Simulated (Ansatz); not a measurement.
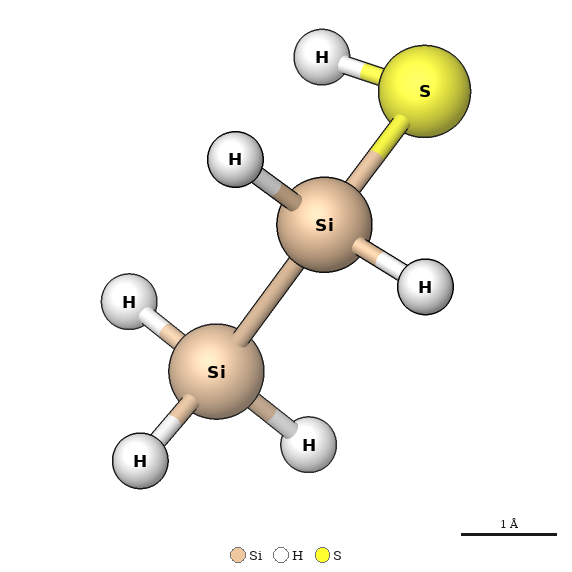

Every bond is drawn as one stick, whatever its order.

Computed geometry: PBE0-D4/def2-TZVP optimisation.

Which formula does it have?

H6SSi2, 9 atoms: 6 hydrogen, 1 sulfur and 2 silicon.

Give the symmetry (Schoenflies symbol).

C1.

More results for the same structure follow; atom numbers are the same in all pictures, views and colours differ.

**Geometry**

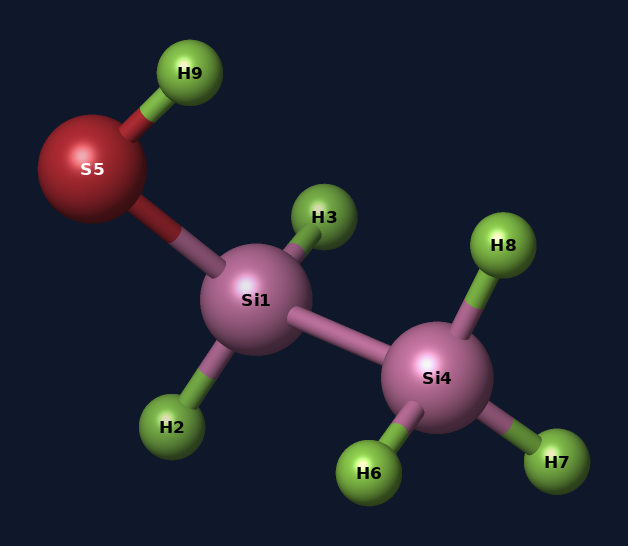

How are the neighbours of atom 4 arranged?

Si4 has 4 neighbours (Si1 at 2.34, H6 at 1.49, H7 at 1.49, H8 at 1.49 Å); the arrangement is tetrahedral.

How are the neighbours of atom 1 arranged?

Si1 has 4 neighbours (H2 at 1.49, H3 at 1.49, Si4 at 2.34, S5 at 2.15 Å); the arrangement is tetrahedral.

How are the neighbours of atom 5 arranged?

S5 has 2 neighbours (Si1 at 2.15, H9 at 1.34 Å); the arrangement is bent.

**Dipole moment**

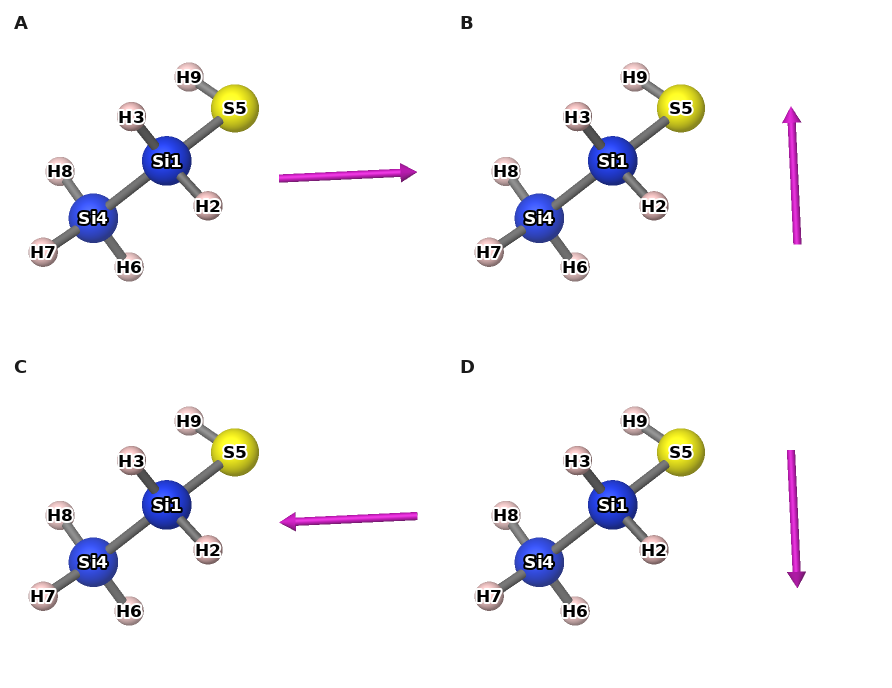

The same molecule four times, each with an arrow. Level of theory: RKS PBE0-D4/def2-TZVP (Ansatz 0.2.0).

Which arrow points along the dipole moment, from the negative to the positive end?

C. The dipole moment is 1.03 D; it points from the side of S5 to the side of H7 (the outermost atoms at the two ends).

**Vibrations**

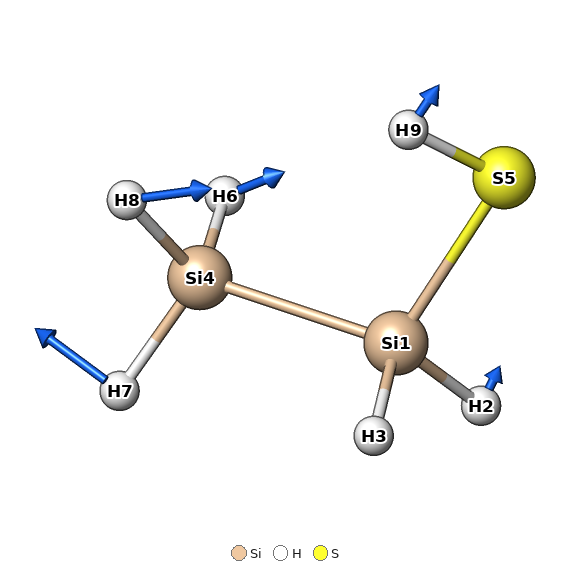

The arrows show one normal mode. Harmonic vibrations computed with RKS PBE0-D4/def2-TZVP (Ansatz 0.2.0) at a stationary point of the same level.

What kind of motion is it?

Mostly H–Si–Si bending.

At what wavenumber does it lie?

502 cm⁻¹; it is mode 6 of 21 counted from the lowest.

**Charges**

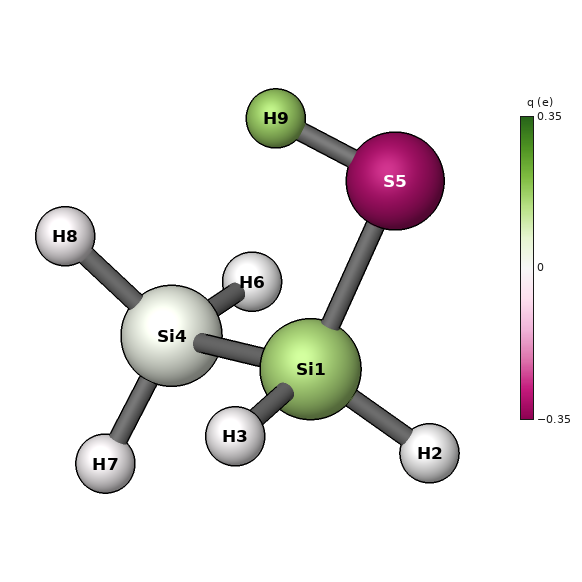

Atoms are coloured by their Mulliken charges. Method: RKS PBE0-D4/def2-TZVP (Ansatz 0.2.0).

Give the Mulliken charges atom by atom.

```tsv
atom	value (e)
Si1	0.15
H2	0.00
H3	−0.01
Si4	0.02
S5	−0.31
H6	0.00
H7	−0.01
H8	−0.01
H9	0.17
```

Mulliken values depend strongly on the basis set and can even reverse the polarity of a bond.
